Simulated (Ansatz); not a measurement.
**A workflow on GeSiH5S (SMILES [SiH2][S][GeH3])**

We compute a structure relaxation (doublet GeSiH5S, UHF/3-21G), then a structure relaxation (doublet GeSiH5S, UHF/3-21G), then a saddle-point search (doublet GeSiH5S, UHF/3-21G) of GeH5SSi. 

Program for the calculation: Ansatz 0.2.0.

### 1 The structure to begin with

GeSiH5S: 8 atoms, total charge 0, spin state doublet. SMILES: `[SiH2][S][GeH3]`. The shape is that of a PBE0-D4/def2-TZVP optimisation. This is one conformer, not always the lowest. The run starts from this shape.

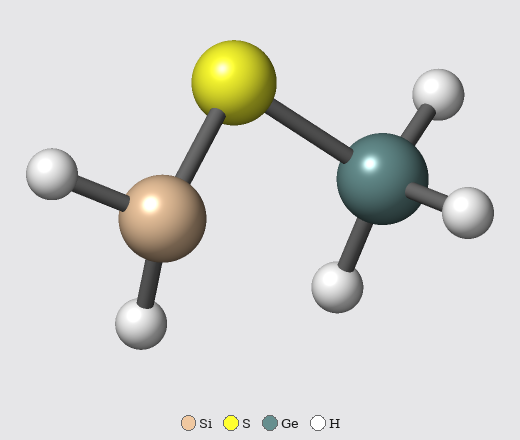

The structure, seen from a chosen angle (silicon light orange, sulfur yellow, germanium teal, hydrogen white).

### 2 A geometry optimisation at UHF/3-21G (run 1)

molecule.yaml

```yaml
basis:
  gaussian:
    orbitals: 3-21G.json
crystal:
  periodic: [false, false, false]
  atoms:
    - symbol: Si
      position_ang: [-0.878000, 1.488200, -0.662000]
    - symbol: S
      position_ang: [1.044600, 0.591100, -0.762500]
    - symbol: Ge
      position_ang: [0.739700, -1.018400, 0.752500]
    - symbol: H
      position_ang: [-1.958600, 0.475700, -0.855700]
    - symbol: H
      position_ang: [-0.926300, 2.513700, -1.740000]
    - symbol: H
      position_ang: [0.538900, -0.391700, 2.139300]
    - symbol: H
      position_ang: [2.019500, -1.860500, 0.710100]
    - symbol: H
      position_ang: [-0.487400, -1.855100, 0.362700]
relax: {}
magnetization:
  spin_polarized: true
  initial_magnetization: 1
hamiltonian:
  xc: hf
total_charge: 0
```

The basis set 3-21G is read from a file made from the Basis Set Exchange's data (not shown).

Run with:

```console
$ ansatz run molecule.yaml --threads 1 --pin off --max-ram 2610MiB --events-out events.jsonl --progress --plain --runs-dir runs
```

The program printed:

```text
Warning: RAYON_NUM_THREADS=1 ignored (pool sized by the plan → 1); use --threads N
The last accepted step is kept in runs//last_step.txt (removed where the run ends without a failure and the disk answers)
[... 87 lines left out ...]
Total energy: -74864.09236100 eV, -2751.2046495624 hartree
[... 8 lines left out ...]
Dipole moment:    -0.412293    -0.168728     0.400662 e Å
```

Wall time 50 s (1 thread of Intel Xeon Platinum 8259CL at 2.50GHz (Skylake/Cascade Lake), shared host); peak memory 0.17 GiB.

The path in brief:

| step | energy from the first frame kept (eV) | largest force (eV/Å) |
| --- | --- | --- |
| 1 | 0.0000 | 2.1262 |
| 2 | -0.1757 | 0.6014 |
| 3 | -0.1350 | 0.9349 |
| 4 | -0.2207 | 0.1348 |
| 5 | -0.2325 | 0.1393 |
| 6 | -0.1925 | 0.7245 |
| 7 | -0.2366 | 0.0495 |
| 8 | -0.2369 | 0.0213 |
| 9 | -0.2369 | 0.0056 |
| 10 | -0.2370 | 0.0155 |
| 11 | -0.2370 | 0.0183 |
| 12 | -0.2370 | 0.0060 |

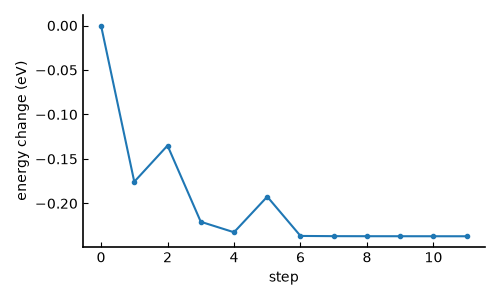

Energy along the run.

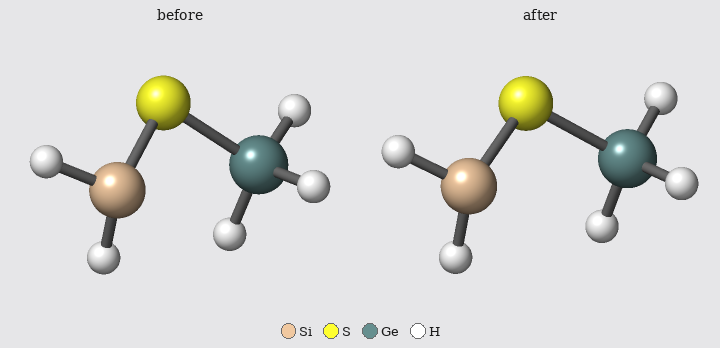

Before and after, at one scale.

After the run. Bond lengths: Si1–S2 2.240 Å, S2–Ge3 2.299 Å, Si1–H4 1.489 Å, Si1–H5 1.482 Å, Ge3–H6 1.534 Å, Ge3–H7 1.527 Å, Ge3–H8 1.534 Å. Angles: Si1–S2–Ge3 109.0°, S2–Si1–H4 111.2°, S2–Si1–H5 106.7°, S2–Ge3–H6 109.4°, S2–Ge3–H7 104.6°, S2–Ge3–H8 109.1°, H4–Si1–H5 111.4°, H6–Ge3–H7 111.9°, H6–Ge3–H8 109.6°, H7–Ge3–H8 112.0°.

### 3 Rotamer: a geometry optimisation at UHF/3-21G (run 2)

job.yaml

```yaml
crystal:
  periodic: [false, false, false]
  atoms:
    - {symbol: Si, position_ang: [1.480415, -0.633996, -2.441930]}
    - {symbol: S, position_ang: [1.044600, 0.591100, -0.762500]}
    - {symbol: Ge, position_ang: [0.739700, -1.018400, 0.752500]}
    - {symbol: H, position_ang: [2.584071, -1.593772, -2.140026]}
    - {symbol: H, position_ang: [1.875269, 0.282472, -3.546577]}
    - {symbol: H, position_ang: [0.538900, -0.391700, 2.139300]}
    - {symbol: H, position_ang: [2.019500, -1.860500, 0.710100]}
    - {symbol: H, position_ang: [-0.487400, -1.855100, 0.362700]}
basis:
  gaussian: {orbitals: 3-21G.json}
magnetization: {spin_polarized: true, initial_magnetization: 1}
hamiltonian: {xc: hf}
relax: {}
```

The basis set 3-21G is read from a file made from the Basis Set Exchange's data (not shown).

Run with:

```console
$ ansatz run job.yaml --threads 1 --pin off --max-ram 2610MiB --events-out events.jsonl --progress --plain --runs-dir runs
```

The program printed (excerpt; [...] marks lines left out):

```text
Warning: RAYON_NUM_THREADS=1 ignored (pool sized by the plan → 1); use --threads N
[... 1 set-up line as earlier in the session ...]
[... 56 lines left out ...]
Total energy: -74864.09215121 eV, -2751.2046418527 hartree
[... 8 lines left out ...]
Dipole moment:    -0.043127    -0.599190     0.014841 e Å
```

Wall time 20 s (1 thread of Intel Xeon Platinum 8259CL at 2.50GHz (Skylake/Cascade Lake), shared host); peak memory 0.17 GiB.

The path in brief:

| step | energy from the first frame kept (eV) | largest force (eV/Å) |
| --- | --- | --- |
| 1 | 0.0000 | 2.1001 |
| 2 | -0.1906 | 0.4685 |
| 3 | -0.1559 | 1.3668 |
| 4 | -0.2361 | 0.1305 |
| 5 | -0.2391 | 0.1221 |
| 6 | -0.2418 | 0.0514 |
| 7 | -0.2420 | 0.0120 |

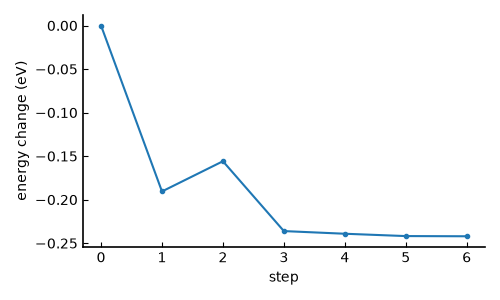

Energy along the run.

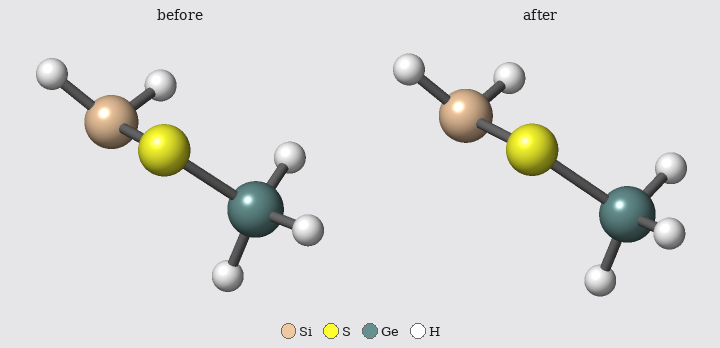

Before and after, at one scale.

After the run. Bond lengths: Si1–S2 2.239 Å, S2–Ge3 2.298 Å, Si1–H4 1.488 Å, Si1–H5 1.482 Å, Ge3–H6 1.527 Å, Ge3–H7 1.534 Å, Ge3–H8 1.534 Å. Angles: Si1–S2–Ge3 108.9°, S2–Si1–H4 111.3°, S2–Si1–H5 106.6°, S2–Ge3–H6 104.7°, S2–Ge3–H7 109.2°, S2–Ge3–H8 109.3°, H4–Si1–H5 111.5°, H6–Ge3–H7 111.9°, H6–Ge3–H8 112.0°, H7–Ge3–H8 109.6°.

### 4 Saddle: a saddle-point search at UHF/3-21G (run 3)

in.yaml

```yaml
crystal:
  periodic: [false, false, false]
  atoms:
    - symbol: Si
      position_ang: [-0.984341, 1.665484, -0.767910]
    - symbol: S
      position_ang: [0.954180, 0.544426, -0.726377]
    - symbol: Ge
      position_ang: [0.809534, -1.142361, 0.828555]
    - symbol: H
      position_ang: [-2.140397, 0.736211, -0.896816]
    - symbol: H
      position_ang: [-0.912005, 2.601340, -1.914811]
    - symbol: H
      position_ang: [0.555742, -0.537356, 2.215242]
    - symbol: H
      position_ang: [2.159946, -1.850693, 0.753451]
    - symbol: H
      position_ang: [-0.350258, -2.074052, 0.453066]
basis:
  gaussian: {orbitals: 3-21G.json}
magnetization: {spin_polarized: true, initial_magnetization: 1}
hamiltonian: {xc: hf}
saddle:
  max_steps: 80
  final_atoms:
    - {symbol: Si, position_ang: [1.544022, -0.595667, -2.663131]}
    - {symbol: S, position_ang: [1.103466, 0.477651, -0.747697]}
    - {symbol: Ge, position_ang: [0.711016, -1.073888, 0.901991]}
    - {symbol: H, position_ang: [2.642197, -1.584720, -2.488205]}
    - {symbol: H, position_ang: [1.901331, 0.442556, -3.658288]}
    - {symbol: H, position_ang: [0.448258, -0.245109, 2.157144]}
    - {symbol: H, position_ang: [1.946357, -1.970721, 1.056227]}
    - {symbol: H, position_ang: [-0.501591, -1.930000, 0.515526]}
```

The basis set 3-21G is read from a file made from the Basis Set Exchange's data (not shown).

Run with:

```console
$ ansatz run in.yaml --threads 1 --pin off --max-ram 2610MiB --events-out events.jsonl --progress --plain --runs-dir runs
```

The program printed:

```text
Warning: RAYON_NUM_THREADS=1 ignored (pool sized by the plan → 1); use --threads N
[... 202 lines left out ...]
  order_check: true
```

It took 78 s on 1 thread of Intel Xeon Platinum 8259CL at 2.50GHz (Skylake/Cascade Lake), shared host; peak memory 0.17 GiB.

The iterations ended before the threshold was met.

### 5 What came out

| quantity | value |
| --- | --- |
| run 1, UHF/3-21G: total energy at the end | -2751.20465 Eh |
| run 1, UHF/3-21G: dipole moment | 2.88 D |
| run 1, UHF/3-21G: ⟨S²⟩ | 0.754 |
| rotamer: total energy at the end | -2751.20464 Eh |
| rotamer: dipole moment | 2.89 D |
| rotamer: ⟨S²⟩ | 0.754 |
| saddle | no result (not converged) |

The optimisation (run 1, UHF/3-21G) took 11 steps and changed the energy by -0.237 eV. Mulliken charges (run 1, UHF/3-21G) run from -0.77 on S2 to +0.90 on Ge3; they depend strongly on the basis. The optimisation (rotamer) took 6 steps and changed the energy by -0.242 eV. 1 of the 3 runs did not end normally.
